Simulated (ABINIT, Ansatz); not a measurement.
# BAs (F-43m): G0W0 with ABINIT, start to end, part 3 of 3

Wanted: ground state, empty states, screening and self-energy for BAs (F-43m).

ABINIT 10.8.3; PBE and many-body steps on it, plane waves. Known limits of the many-body steps: not at the basis limit; no spin-orbit coupling.

So far. Step 4 (Empty states on the mesh, 6×6×6 mesh, 170 bands): On this mesh the gap is 1.293 eV. The earlier step found 1.208 eV, so this mesh misses an edge. Step 5 (Screening, 6×6×6 mesh, 162 bands, screening to 239.5 eV): Local fields lower ε∞ by 9 %.

## 6. Self-energy, 6×6×6 mesh, 162 bands, screening to 239.5 eV

The self-energy is evaluated for the states that the input lists, and the levels follow from it, in one-shot runs by the linearised quasiparticle equation.

This step: G0W0 on PBE, plane waves, norm-conserving pseudopotentials.

run.abi reads:

```
acell 3*1.0 Angstrom
rprim 
  -0.000000000000 2.388500000000 2.388500000000
  2.388500000000 -0.000000000000 2.388500000000
  2.388500000000 2.388500000000 -0.000000000000
ntypat 2
znucl 5 33
natom 2
typat 1 2
xred 
  0.000000000000 0.000000000000 0.000000000000
  0.250000000000 0.250000000000 0.250000000000
pp_dirpath "pseudos"
pseudos "B.upf, As.upf"
ecut 44
ngkpt 6 6 6
nshiftk 1
shiftk 0 0 0
kptopt 1
chksymbreak 0
istwfk *1
occopt 1
irdwfk 1
optdriver 4
nband 162
gwcalctyp 0
ecutsigx 44
symsigma 1
nkptgw 2
kptgw 
  0.0000000000 0.0000000000 0.0000000000
  0.3333333333 0.3333333333 0.0000000000
bdgw 
  11 16
  12 15
ecuteps 8.8
irdscr 1
ppmodel 1
indata_prefix "in"
outdata_prefix "out"
tmpdata_prefix "tmp"
```

On the command line:

```console
$ OMP_NUM_THREADS=1 mpirun -n 8 abinit run.abi > log
```

Numbers of over 12 decimals in the logs are rounded to 6 here.

Output:

```text
.Version 10.8.3 of ABINIT. v10.8.2 released Aug 2026.

 Symmetries : space group F-4 3 m (#216); Bravais cF (face-center cubic)
[... echo of the input left out ...]
== DATASET  1 ==================================================================
-   mpi_nproc: 8, omp_nthreads: 1 (-1 if OMP is not activated)

--- !DatasetInfo
iteration_state: {dtset: 1, }
dimensions: {natom: 2, nkpt: 16, mband: 162, nsppol: 1, nspinor: 1, nspden: 1, mpw: 2637, }
cutoff_energies: {ecut:  44.0, pawecutdg:  -1.0, }
electrons: {nelect:   2.60000000E+01, charge:   0.00000000E+00, occopt:   1.00000000E+00, tsmear:   1.00000000E-02, }

 SIGMA: Calculation of the GW corrections

 Based on a program developped by R.W. Godby, V. Olevano, G. Onida, and L. Reining.
 Incorporated in ABINIT by V. Olevano, G.-M. Rignanese, and M. Torrent.
.Using double precision arithmetic ; gwpc =  8

[... cell and pseudopotentials left out ...]
--------------------------------------------------------------------------------

 ==== K-mesh for the wavefunctions ====
 Number of points in the irreducible wedge :    16
[... list of points left out ...]
 Together with 24 symmetry operations and time-reversal symmetry
 yields   216 points in the full Brillouin Zone.

 ==== Q-mesh for screening function ====
 Number of points in the irreducible wedge :    16
[... list of points left out ...]
 Together with 24 symmetry operations and time-reversal symmetry
 yields   216 points in the full Brillouin Zone.

 vcoul_init : cutoff-mode = AUXILIARY_FUNCTION
 q-points for optical limit:   1
     1)      0.000010    0.000020    0.000030
 setmesh: FFT mesh size selected  =    40x   40x   40
          total number of points  =        64000

 Number of electrons calculated from density =   26.0000; Expected =   26.0000
 average of density, n =  0.141374
 r_s =    1.1908
 omega_plasma =   36.2695 [eV]

 === KS Band Gaps ===
  >>>> For spin  1
   Minimum direct gap =   3.2894 [eV], located at k-point      :   0.0000  0.0000  0.0000
   Fundamental gap    =   1.2928 [eV], Top of valence bands at :   0.0000  0.0000  0.0000
                                       Bottom of conduction at :   0.3333  0.3333  0.0000
 SIGMA fundamental parameters:
 PLASMON POLE MODEL  1
 number of plane-waves for SigmaX                 2637
 number of plane-waves for SigmaC and W            259
 number of plane-waves for wavefunctions          2637
 number of bands                                   162
 number of independent spin polarizations            1
 number of spinorial components                      1
 number of k-points in IBZ                          16
 number of q-points in IBZ                          16
 number of symmetry operations                      24
 number of k-points in BZ                          216
 number of q-points in BZ                          216
 number of frequencies for dSigma/dE                 9
 frequency step for dSigma/dE [eV]                0.25
 number of omega for Sigma on real axis              0
 max omega for Sigma on real axis  [eV]           0.00
 zcut for avoiding poles [eV]                     0.10

 EPSILON^-1 parameters (SCR file):
 dimension of the eps^-1 matrix on file            259
 dimension of the eps^-1 matrix used               259
 number of plane-waves for wavefunctions          2637
 number of bands                                   162
 number of q-points in IBZ                          16
 number of frequencies                               2
 number of real frequencies                          1
 number of imag frequencies                          1

 matrix elements of self-energy operator (all in [eV])

 Perturbative Calculation

--- !SelfEnergy_ee
iteration_state: {dtset: 1, }
kpoint     : [   0.000,    0.000,    0.000, ]
spin       : 1
KS_gap     :    3.289
QP_gap     :    4.151
Delta_QP_KS:    0.862
data: !SigmaeeData |
     Band     E0 <VxcDFT>   SigX SigC(E0)      Z dSigC/dE  Sig(E)    E-E0       E
       11   7.999 -14.188 -15.543   0.564   0.807  -0.239 -14.827  -0.639   7.360
       12   7.999 -14.188 -15.543   0.564   0.807  -0.239 -14.827  -0.639   7.360
       13   7.999 -14.188 -15.543   0.564   0.807  -0.239 -14.827  -0.639   7.360
       14  11.288 -13.053  -8.369  -4.408   0.810  -0.235 -12.829   0.223  11.511
       15  11.288 -13.053  -8.369  -4.408   0.810  -0.235 -12.829   0.223  11.511
       16  11.288 -13.053  -8.369  -4.408   0.810  -0.235 -12.829   0.223  11.511

--- !SelfEnergy_ee
iteration_state: {dtset: 1, }
kpoint     : [   0.333,    0.333,    0.000, ]
spin       : 1
KS_gap     :    4.744
QP_gap     :    5.562
Delta_QP_KS:    0.818
data: !SigmaeeData |
     Band     E0 <VxcDFT>   SigX SigC(E0)      Z dSigC/dE  Sig(E)    E-E0       E
       12   4.547 -13.197 -16.027   1.783   0.796  -0.256 -14.031  -0.833   3.714
       13   4.547 -13.197 -16.027   1.783   0.796  -0.256 -14.031  -0.833   3.714
       14   9.292 -11.657  -7.564  -4.113   0.817  -0.224 -11.673  -0.016   9.276
       15  11.154 -11.166  -6.440  -4.707   0.816  -0.225 -11.151   0.015  11.169

== END DATASET(S) ==============================================================
================================================================================

 -outvars: echo values of variables after computation  --------
           etotal      0.0000000000E+00
            nband         162
             nkpt          16
          spgroup         216
 [... the other variables as echoed above ...]

 Calculation completed.
```

It took 25 s on 8 MPI ranks of Intel Xeon Platinum 8488C (Sapphire Rapids), shared host; peak memory 2.1 GiB.

This step gave:

- G0W0 gap on the points computed: 1.916 eV
- starting gap on the mesh: 1.293 eV
- k of the valence top: 0, 0, 0
- k of the conduction bottom: 0.3333, 0.3333, 0
- Z at the valence top: 0.807
- Z at the conduction bottom: 0.817
- least direct G0W0 gap on the computed points: 4.151 eV

The gap on the mesh goes from 1.29 eV to 1.92 eV, a correction of +0.62 eV. The start differs from the 1.21 eV found before because the two sample other k points.

Limits: finite bands, cutoff and mesh; no spin-orbit coupling. v1 is the top filled band, c1 the lowest empty one. Levels before and after the correction, in eV, zero at the valence-band top of each column:

|  | conduction bottom | valence top |
| --- | --- | --- |
| Kohn-Sham | 1.29 | 0.00 |
| G0W0 | 1.92 | 0.00 |

|  | level | energy (eV) |
| --- | --- | --- |
| Kohn-Sham | Γ v3-v1 | 0.000 |
| Kohn-Sham | Γ c1-c3 | 3.289 |
| Kohn-Sham | (0.333 0.333 0) v2-v1 | -3.452 |
| Kohn-Sham | (0.333 0.333 0) c1 | 1.293 |
| Kohn-Sham | (0.333 0.333 0) c2 | 3.155 |
| G0W0 | Γ v3-v1 | 0.000 |
| G0W0 | Γ c1-c3 | 4.151 |
| G0W0 | (0.333 0.333 0) v2-v1 | -3.646 |
| G0W0 | (0.333 0.333 0) c1 | 1.916 |
| G0W0 | (0.333 0.333 0) c2 | 3.809 |

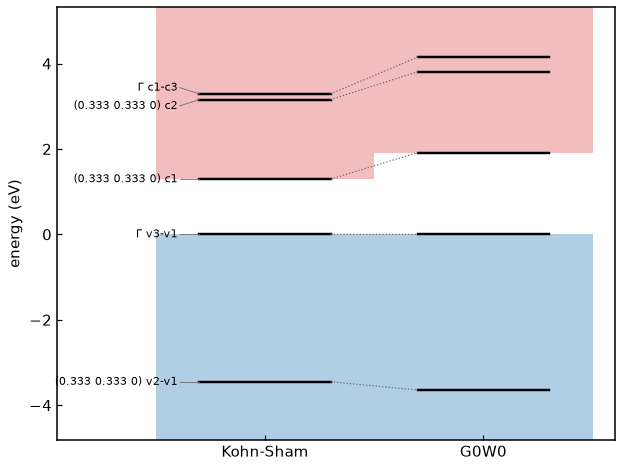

Levels before and after the correction. Shaded: valence and conduction bands.

## 7. Where the time went

Times are wall times on 8 MPI ranks of Intel Xeon Platinum 8488C (Sapphire Rapids), shared host, good to a factor of about two.

| step | time | share | memory (GiB) |
| --- | --- | --- | --- |
| ground state | 9.3 s | 4 % | 0.62 |
| bands along the symmetry lines | 7.6 s | 3 % | 0.56 |
| empty states on the mesh | 33 s | 13 % | 3.4 |
| screening | 3.1 min | 71 % | 2.3 |
| self-energy | 25 s | 10 % | 2.1 |

## 8. Outcome

```
PBE gap                              : 1.21 eV, indirect
G0W0 gap on the mesh                 : 1.92 eV
G0W0 gap over the zone (rigid shift) : 1.83 eV
GW settings                          : 6×6×6 mesh, 162 bands, screening to 239.5 eV, Godby-Needs plasmon pole
known limits                         : not at the basis limit; no spin-orbit coupling
```

**Reading.** G0W0 moves the gap on the mesh from 1.29 eV to 1.92 eV (+0.62 eV), with Z of 0.81 and 0.82 at the edges. The mesh misses the band edges by 0.08 eV in all; a rigid shift gives 1.83 eV for the zone. Local fields lower the RPA ε∞ on this mesh from 11.51 to 10.51. Only 2 of the mesh's irreducible points were corrected, so a valley elsewhere could overtake. The dearest step here is «screening». Against experiment, by G0W0@PBE: the gap of 1.83 eV lies +0.01 eV from the measured 1.82 eV (indirect, 300 K, 2019); the direct gap of 4.15 eV lies +0.03 eV from the measured 4.12 eV (direct, 300 K, 2019); the gap of 1.83 eV lies −0.19 eV from the measured 2.02 eV (indirect, 300 K, 2019). An exciton line or allowed optical edge lies below the quasiparticle gap by the binding energy; a forbidden edge can push the onset above it. The calculation has static nuclei and no excitons; a measured gap holds zero-point and thermal motion, which mostly lowers it. Bands and cutoff are finite, so the gap is not at the basis limit. The miss can reach some tenths of an eV and take either sign; the mesh is an error of its own. In the G0W0 run levels were corrected at 2 k points alone, so a gap called «on the mesh» is the least over those, and an edge elsewhere would be missed. A denser mesh or path gives a starting gap of 1.21 eV: the GW mesh misses a band edge, so its gaps are not the fundamental one. The many-body steps are scalar-relativistic: spin-orbit coupling is not in them.

[Paths, hosts, dates, memory and timing lines, banners, echoed tables and standing remarks are left out of the program output.]

[Logs are printed without paths, hosts, clocks, repeated set-up lines and the standing remarks that a program may print on its own settings, such as how far it seeks lower states.]

[Runs of the session that timed out or met a known fault of the program may be left out.]

[Hosts, paths, dates, database ids (printed as entryN), source tags and the programs' standing remarks are cut or masked in the printed files.]

[G0W0 gaps are taken among the corrected bands and points alone; a level outside them can change the order at an edge.]

[Where Ansatz stands beside ABINIT at settings called matched, ABINIT's density can come from a denser mesh and the files from another edition; pairs whose starting gaps differed by over 0.03 eV were left out, so agreement reads better than it is.]
